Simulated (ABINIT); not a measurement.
## ZnSe (Stilleite): G0W0 with ABINIT, start to end

How does a plane-wave GW calculation on ZnSe (Stilleite) run from the first input to the gap?

Calculated with ABINIT 10.8.3; PBE and many-body steps on it, plane waves.

**The experiments to reproduce.**

- Gap 2.695 ± 0.003 eV: excitonic gap from free-exciton PL, not corrected for exciton binding; photoluminescence; 300 K; bulk crystal (Bridgman-grown crystal, polished and etched) (“Alloy Disordering Effects on the Thermal Conductivity and Energy Gap Temperature Dependence of Cd1−xZnxSe Ternary Crystals Grown by the Bridgman Method”, 2023, pmc:10253836).

This is a report of a sequence of runs, with most program output left out.

## 1. Set-up

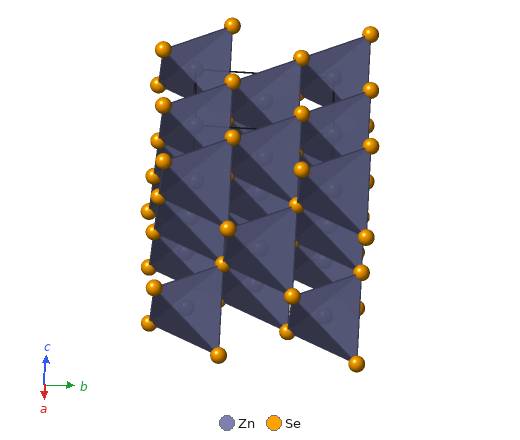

The starting structure, seen slightly off an axis (zinc blue, selenium orange). 2×1×1 cells are drawn. This picture shows the conventional cell, with its axes. Some periodic images of atoms are drawn too.

The cell and positions come from the Crystallography Open Database and are kept as given unless a step says otherwise.

## 2. Ground state

This step: ABINIT 10.8.3; DFT, PBE, plane waves, norm-conserving pseudopotentials.

The ground-state density comes first.

File run.abi:

```
acell 3*1.0 Angstrom
rprim 
  -0.000000000000 2.833800000000 2.833800000000
  2.833800000000 -0.000000000000 2.833800000000
  2.833800000000 2.833800000000 0.000000000000
ntypat 2
znucl 30 34
natom 2
typat 1 2
xred 
  0.000000000000 0.000000000000 0.000000000000
  0.250000000000 0.250000000000 0.250000000000
pp_dirpath "pseudos"
pseudos "Zn.upf, Se.upf"
ecut 48
ngkpt 6 6 6
nshiftk 1
shiftk 0 0 0
kptopt 1
chksymbreak 0
nband 27
occopt 1
tolvrs 1e-10
nstep 60
prtwf 0
optforces 0
optstress 0
indata_prefix "in"
outdata_prefix "out"
tmpdata_prefix "tmp"
```

Started as:

```sh
$ OMP_NUM_THREADS=1 mpirun -n 4 abinit run.abi > log
```

The job ended after 28 s (4 MPI ranks of Arm Neoverse V1, shared host; peak memory 0.36 GiB; 1.9 min of CPU time).

Numbers from this step:

- total energy: -14894.3203 eV
- gap: 1.288 eV
- k of the valence top: 0, 0, 0
- k of the conduction bottom: 0, 0, 0
- least direct gap: 1.288 eV

The gap is direct, at Γ.

## 3. Bands along the symmetry lines

Levels along a band path, at the cheap level, show where the edges lie and whether the meshes to come will hold them.

File run.abi:

```
acell 3*1.0 Angstrom
rprim 
  -0.000000000000 2.833800000000 2.833800000000
  2.833800000000 -0.000000000000 2.833800000000
  2.833800000000 2.833800000000 0.000000000000
ntypat 2
znucl 30 34
natom 2
typat 1 2
xred 
  0.000000000000 0.000000000000 0.000000000000
  0.250000000000 0.250000000000 0.250000000000
pp_dirpath "pseudos"
pseudos "Zn.upf, Se.upf"
ecut 48
iscf -2
irdden 1
kptopt 0
nkpt 50
kpt 
  0.00000000 0.00000000 0.00000000
  -0.06250000 -0.06250000 0.00000000
  -0.12500000 -0.12500000 0.00000000
  -0.18750000 -0.18750000 0.00000000
  -0.25000000 -0.25000000 0.00000000
  -0.31250000 -0.31250000 0.00000000
  -0.37500000 -0.37500000 0.00000000
  -0.43750000 -0.43750000 0.00000000
  -0.50000000 -0.50000000 0.00000000
  -0.48437500 -0.48437500 0.03125000
  -0.46875000 -0.46875000 0.06250000
  -0.45312500 -0.45312500 0.09375000
  -0.43750000 -0.43750000 0.12500000
  -0.42187500 -0.42187500 0.15625000
  -0.40625000 -0.40625000 0.18750000
  -0.39062500 -0.39062500 0.21875000
  -0.37500000 -0.37500000 0.25000000
  -0.37500000 0.00000000 0.37500000
  -0.32812500 0.00000000 0.32812500
  -0.28125000 0.00000000 0.28125000
  -0.23437500 0.00000000 0.23437500
  -0.18750000 0.00000000 0.18750000
  -0.14062500 0.00000000 0.14062500
  -0.09375000 0.00000000 0.09375000
  -0.04687500 0.00000000 0.04687500
  0.00000000 0.00000000 0.00000000
  0.00000000 0.00000000 0.06250000
  0.00000000 0.00000000 0.12500000
  0.00000000 0.00000000 0.18750000
  0.00000000 0.00000000 0.25000000
  0.00000000 0.00000000 0.31250000
  0.00000000 0.00000000 0.37500000
  0.00000000 0.00000000 0.43750000
  0.00000000 0.00000000 0.50000000
  -0.06250000 -0.03125000 0.46875000
  -0.12500000 -0.06250000 0.43750000
  -0.18750000 -0.09375000 0.40625000
  -0.25000000 -0.12500000 0.37500000
  -0.31250000 -0.15625000 0.34375000
  -0.37500000 -0.18750000 0.31250000
  -0.43750000 -0.21875000 0.28125000
  -0.50000000 -0.25000000 0.25000000
  -0.50000000 -0.28125000 0.21875000
  -0.50000000 -0.31250000 0.18750000
  -0.50000000 -0.34375000 0.15625000
  -0.50000000 -0.37500000 0.12500000
  -0.50000000 -0.40625000 0.09375000
  -0.50000000 -0.43750000 0.06250000
  -0.50000000 -0.46875000 0.03125000
  -0.50000000 -0.50000000 0.00000000
istwfk *1
nband 29
nbdbuf 2
tolwfr 1e-08
nstep 40
prtwf 0
prtvol 0
indata_prefix "in"
outdata_prefix "out"
tmpdata_prefix "tmp"
```

Run time: 30 s. Hardware: 4 MPI ranks; peak memory 0.37 GiB.

This step gave:

- gap: 1.288 eV
- k of the valence top: 0, 0, 0
- k of the conduction bottom: 0, 0, 0
- least direct gap: 1.288 eV

The gap is 1.288 eV, as in the run before at this level.

The electronic bands at the labelled points (eV, zero at the top of the highest filled band):

```csv
point,band 19,band 20,band 21,band 22,band 23,band 24,band 25,band 26
Γ,-6.17,0.00,0.00,0.00,1.29,5.81,5.81,5.81
X,-5.99,-4.75,-2.18,-2.18,2.99,3.47,10.73,11.26
U,-5.91,-4.71,-3.08,-1.79,3.59,5.60,9.05,9.28
jump to K,-5.91,-4.71,-3.08,-1.79,3.59,5.60,9.05,9.28
Γ,-6.17,0.00,0.00,0.00,1.29,5.81,5.81,5.81
L,-6.01,-5.22,-0.87,-0.87,2.55,6.39,6.39,8.57
W,-5.87,-4.68,-2.76,-2.66,5.49,5.56,6.97,7.72
X,-5.99,-4.75,-2.18,-2.18,2.99,3.47,10.73,11.26
```

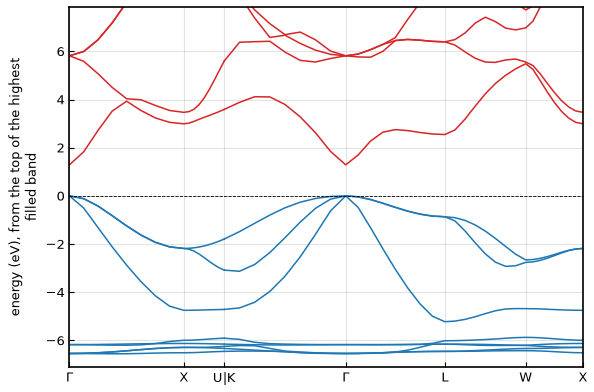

Electronic bands along the path; lines of filled and empty bands in two colours.

## 4. Empty states on the mesh, 4×4×4 mesh, 103 bands

The sums over transitions need many empty states on a uniform mesh; this step solves for them.

File run.abi:

```
acell 3*1.0 Angstrom
rprim 
  -0.000000000000 2.833800000000 2.833800000000
  2.833800000000 -0.000000000000 2.833800000000
  2.833800000000 2.833800000000 0.000000000000
ntypat 2
znucl 30 34
natom 2
typat 1 2
xred 
  0.000000000000 0.000000000000 0.000000000000
  0.250000000000 0.250000000000 0.250000000000
pp_dirpath "pseudos"
pseudos "Zn.upf, Se.upf"
ecut 48
ngkpt 4 4 4
nshiftk 1
shiftk 0 0 0
kptopt 1
chksymbreak 0
iscf -2
irdden 1
istwfk *1
nband 103
nbdbuf 8
tolwfr 1e-09
nstep 60
prtvol 0
indata_prefix "in"
outdata_prefix "out"
tmpdata_prefix "tmp"
```

Elapsed: 29 s, on 4 MPI ranks; peak memory 0.35 GiB.

This step gave:

| Property | Result |
| --- | --- |
| gap | 1.288 eV |
| k of the valence top | 0, 0, 0 |
| k of the conduction bottom | 0, 0, 0 |
| least direct gap | 1.288 eV |
| k points computed | 8 |
| lowest point of the top converged band, above the valence top | 72.0152 eV |

On this mesh the gap is 1.288 eV.

## 5. Screening, 4×4×4 mesh, 95 bands, screening to 136.1 eV

The RPA dielectric matrix is built and inverted for each q.

This step: RPA screening on PBE, plane waves, norm-conserving pseudopotentials.

run.abi: that of step 4 with these lines changed.

```diff
@@ -20,10 +20,11 @@
 chksymbreak 0
-iscf -2
-irdden 1
 istwfk *1
-nband 103
-nbdbuf 8
-tolwfr 1e-09
-nstep 60
-prtvol 0
+occopt 1
+irdwfk 1
+optdriver 3
+nband 95
+ecuteps 5
+inclvkb 2
+awtr 1
+symchi 1
 indata_prefix "in"
```

It took 41 s on 4 MPI ranks; peak memory 1.1 GiB; 2.7 min of CPU time.

This step gave:

```yaml
eps_infinity_with_local_fields_on_this_mesh_along_the_program_s_q_direction: 13.51
the_same_without_local_fields: 14.46
plasma_frequency: 36.51 eV
plane_waves_in_the_screening_matrix: 169
```

Local fields lower ε∞ by 7 %. On a Γ-centred mesh this coarse the value itself is usually too large, while a short band sum pulls it down.

## 6. Self-energy, 4×4×4 mesh, 95 bands, screening to 136.1 eV

The self-energy is evaluated for the states that the input lists, and the levels follow from it, in one-shot runs by the linearised quasiparticle equation.

This step: G0W0 on PBE, plane waves, norm-conserving pseudopotentials.

run.abi: that of step 5 with these lines changed.

```diff
@@ -23,8 +23,15 @@
 irdwfk 1
-optdriver 3
+optdriver 4
 nband 95
+gwcalctyp 0
+ecutsigx 48
+symsigma 1
+nkptgw 1
+kptgw 
+  0.0000000000 0.0000000000 0.0000000000
+bdgw 
+  20 26
 ecuteps 5
-inclvkb 2
-awtr 1
-symchi 1
+irdscr 1
+ppmodel 1
 indata_prefix "in"
```

Run time: 5.8 s. Hardware: 4 MPI ranks; peak memory 0.96 GiB.

This step gave:

- G0W0 gap on the points computed: 2.008 eV
- starting gap on the mesh: 1.288 eV
- k of the valence top: 0, 0, 0
- k of the conduction bottom: 0, 0, 0
- Z at the valence top: 0.8
- Z at the conduction bottom: 0.817
- least direct G0W0 gap on the computed points: 2.008 eV

The gap on the mesh goes from 1.29 eV to 2.01 eV, a correction of +0.72 eV.

Limits: finite bands, cutoff and mesh; no spin-orbit coupling; coarse k mesh. v1 is the top filled band, c1 the lowest empty one. The levels before and after the correction (eV, zero at the valence-band top of each column):

```csv
,conduction bottom,valence top
Kohn-Sham,1.29,0.00
G0W0,2.01,0.00
```

```csv
,level,energy (eV)
Kohn-Sham,Γ v3-v1,0.000
Kohn-Sham,Γ c1,1.288
Kohn-Sham,Γ c2-c4,5.814
G0W0,Γ v3-v1,0.000
G0W0,Γ c1,2.008
G0W0,Γ c2-c4,6.703
```

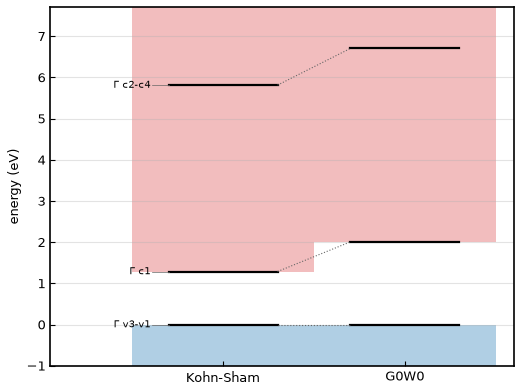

Levels before and after the correction. Shaded: valence and conduction bands.

## 7. Where the time went

Times are wall times on 4 MPI ranks of Arm Neoverse V1, shared host, good to a factor of about two.

```csv
step,time,share,memory (GiB)
ground state,28 s,21 %,0.36
bands along the symmetry lines,30 s,22 %,0.37
empty states on the mesh,29 s,21 %,0.35
screening,41 s,31 %,1.1
self-energy,5.8 s,4 %,0.96
```

## 8. Summary of results

```
PBE gap              : 1.29 eV, direct
G0W0 gap on the mesh : 2.01 eV
GW settings          : 4×4×4 mesh, 95 bands, screening to 136.1 eV, Godby-Needs plasmon pole
known limits         : not at the basis limit; no spin-orbit coupling; coarse k mesh
```

In words: G0W0 moves the gap on the mesh from 1.29 eV to 2.01 eV (+0.72 eV), with Z of 0.80 and 0.82 at the edges. Local fields lower the RPA ε∞ on this mesh from 14.46 to 13.51; a Γ-centred mesh this coarse tends to raise both, most where the direct gap is narrow, while a short band sum lowers them. Only 1 of the mesh's irreducible points was corrected, so a valley elsewhere could overtake. Against experiment, by G0W0@PBE: the direct gap of 2.01 eV lies −0.69 eV from the measured 2.695 ± 0.003 eV (exciton, 300 K, 2023). An exciton line or allowed optical edge lies below the quasiparticle gap by the binding energy; a forbidden edge can push the onset above it. The calculation has static nuclei and no excitons; a measured gap holds zero-point and thermal motion, which mostly lowers it. Against the values above the computed gap that would widen the miss. A likelier cause is too strong a screening: the start's gap is only 1.29 eV, the mesh is coarse, and one shot does not repair that. Bands and cutoff are finite, so the gap is not at the basis limit. The miss can reach some tenths of an eV and take either sign; the mesh is an error of its own. In the G0W0 run levels were corrected at 1 k point alone, so a gap called «on the mesh» is the least over those, and an edge elsewhere would be missed. The 4×4×4 mesh is coarse for this cell, which bears on the long-range parts of exchange and screening. The many-body steps are scalar-relativistic: spin-orbit coupling is not in them.

[Paths, hosts, dates, memory and timing lines, banners, echoed tables and standing remarks are left out of the program output.]

[Logs are printed without paths, hosts, clocks, repeated set-up lines and the standing remarks that a program may print on its own settings, such as how far it seeks lower states.]

[Runs of the session that timed out or met a known fault of the program may be left out.]

[No measured gap is set beside runs whose start may be inverted or whose files or cutoffs have a known fault.]

[Hosts, paths, dates, database ids (printed as entryN), source tags and the programs' standing remarks are cut or masked in the printed files.]

[G0W0 gaps are taken among the corrected bands and points alone; a level outside them can change the order at an edge.]

[Where Ansatz stands beside ABINIT at settings called matched, ABINIT's density can come from a denser mesh and the files from another edition; pairs whose starting gaps differed by over 0.03 eV were left out, so agreement reads better than it is.]
